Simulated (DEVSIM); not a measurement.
System: abrupt Si n-p junction, at 300 K.

```csv
layer (left to right),material,thickness (μm),Nd (cm⁻³),Na (cm⁻³),τn (s),τp (s)
1,Si,2.20,3.9e14,-,0.00019,0.00019
2,Si,32.0,-,6.1e17,0.00019,0.00019
```

Left contact: ohmic. Right contact: ohmic. Voltage is applied to the left contact. Recombination: SRH at mid-gap, radiative. Mobility is μmin + (μ − μmin)/(1 + (N/Nref)^α).

Constants are typed, rounded textbook-type inputs, not results; the design itself was drawn at random and stands for no fabricated device. Values at 300 K.

```
parameter           Si
-------------  -------
gap (eV)         1.124
affinity (eV)     4.05
permittivity      11.7
Nc (cm⁻³)      2.86e19
Nv (cm⁻³)       3.1e19
μn (cm²/Vs)       1417
μp (cm²/Vs)        470
μn,min              52
μp,min              45
Nref,n          9.7e16
Nref,p          2.2e17
αn                0.68
αp                0.72
B (cm³/s)      4.7e-15
```

Simulated with DEVSIM: 1D drift-diffusion, Boltzmann statistics, complete ionisation; no tunnelling, impact ionisation, image-force lowering or self-heating.

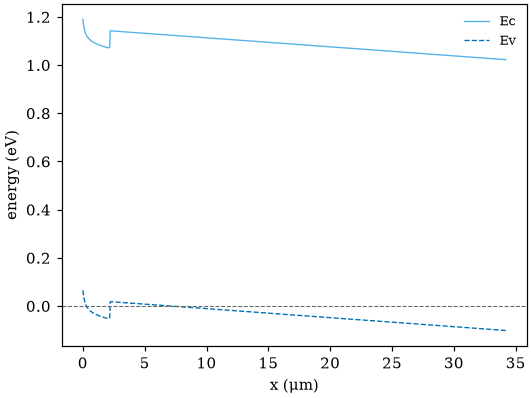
Band edges at -0.9 V on the left contact

Energies count from the Fermi level of the right contact; mesh points crowd at the junctions.

```json
[
 {"x (μm)": "0.000", "Ec (eV)": "1.190", "Ev (eV)": "0.066", "n (cm⁻³)": "3.9e14", "p (cm⁻³)": "300000", "field (V/cm)": "-3900"},
 {"x (μm)": "0.03454", "Ec (eV)": "1.177", "Ev (eV)": "0.053", "n (cm⁻³)": "6.4e14", "p (cm⁻³)": "9.5e14", "field (V/cm)": "-3600"},
 {"x (μm)": "0.1234", "Ec (eV)": "1.149", "Ev (eV)": "0.025", "n (cm⁻³)": "1.8e15", "p (cm⁻³)": "2.3e15", "field (V/cm)": "-2400"},
 {"x (μm)": "0.3315", "Ec (eV)": "1.120", "Ev (eV)": "-0.004", "n (cm⁻³)": "5.7e15", "p (cm⁻³)": "5.5e15", "field (V/cm)": "-840"},
 {"x (μm)": "1.100", "Ec (eV)": "1.088", "Ev (eV)": "-0.036", "n (cm⁻³)": "1.9e16", "p (cm⁻³)": "1.9e16", "field (V/cm)": "-240"},
 {"x (μm)": "1.776", "Ec (eV)": "1.076", "Ev (eV)": "-0.048", "n (cm⁻³)": "3.1e16", "p (cm⁻³)": "3.1e16", "field (V/cm)": "-150"},
 {"x (μm)": "2.038", "Ec (eV)": "1.072", "Ev (eV)": "-0.052", "n (cm⁻³)": "3.6e16", "p (cm⁻³)": "3.5e16", "field (V/cm)": "-130"},
 {"x (μm)": "2.168", "Ec (eV)": "1.076", "Ev (eV)": "-0.048", "n (cm⁻³)": "3.1e16", "p (cm⁻³)": "4.7e16", "field (V/cm)": "3600"},
 {"x (μm)": "2.201", "Ec (eV)": "1.124", "Ev (eV)": "0.000", "n (cm⁻³)": "4.7e15", "p (cm⁻³)": "3.1e17", "field (V/cm)": "31000"},
 {"x (μm)": "2.237", "Ec (eV)": "1.142", "Ev (eV)": "0.018", "n (cm⁻³)": "2.4e15", "p (cm⁻³)": "6.1e17", "field (V/cm)": "≈ 0"},
 {"x (μm)": "2.326", "Ec (eV)": "1.142", "Ev (eV)": "0.018", "n (cm⁻³)": "2.4e15", "p (cm⁻³)": "6.1e17", "field (V/cm)": "-37"},
 {"x (μm)": "2.687", "Ec (eV)": "1.141", "Ev (eV)": "0.017", "n (cm⁻³)": "2.4e15", "p (cm⁻³)": "6.1e17", "field (V/cm)": "-37"},
 {"x (μm)": "3.429", "Ec (eV)": "1.138", "Ev (eV)": "0.014", "n (cm⁻³)": "2.4e15", "p (cm⁻³)": "6.1e17", "field (V/cm)": "-37"},
 {"x (μm)": "5.375", "Ec (eV)": "1.131", "Ev (eV)": "0.006", "n (cm⁻³)": "2.3e15", "p (cm⁻³)": "6.1e17", "field (V/cm)": "-37"},
 {"x (μm)": "12.61", "Ec (eV)": "1.103", "Ev (eV)": "-0.021", "n (cm⁻³)": "2.3e15", "p (cm⁻³)": "6.1e17", "field (V/cm)": "-37"},
 {"x (μm)": "24.40", "Ec (eV)": "1.059", "Ev (eV)": "-0.065", "n (cm⁻³)": "1.8e15", "p (cm⁻³)": "6.1e17", "field (V/cm)": "-37"},
 {"x (μm)": "30.22", "Ec (eV)": "1.037", "Ev (eV)": "-0.087", "n (cm⁻³)": "1.0e15", "p (cm⁻³)": "6.1e17", "field (V/cm)": "-38"},
 {"x (μm)": "32.59", "Ec (eV)": "1.028", "Ev (eV)": "-0.095", "n (cm⁻³)": "4.9e14", "p (cm⁻³)": "6.1e17", "field (V/cm)": "-38"},
 {"x (μm)": "33.74", "Ec (eV)": "1.024", "Ev (eV)": "-0.100", "n (cm⁻³)": "1.5e14", "p (cm⁻³)": "6.1e17", "field (V/cm)": "-38"},
 {"x (μm)": "34.03", "Ec (eV)": "1.023", "Ev (eV)": "-0.101", "n (cm⁻³)": "5.9e13", "p (cm⁻³)": "6.1e17", "field (V/cm)": "-38"},
 {"x (μm)": "34.14", "Ec (eV)": "1.023", "Ev (eV)": "-0.101", "n (cm⁻³)": "1.9e13", "p (cm⁻³)": "6.1e17", "field (V/cm)": "-38"},
 {"x (μm)": "34.20", "Ec (eV)": "1.022", "Ev (eV)": "-0.102", "n (cm⁻³)": "190", "p (cm⁻³)": "6.1e17", "field (V/cm)": "-38"}
]
```
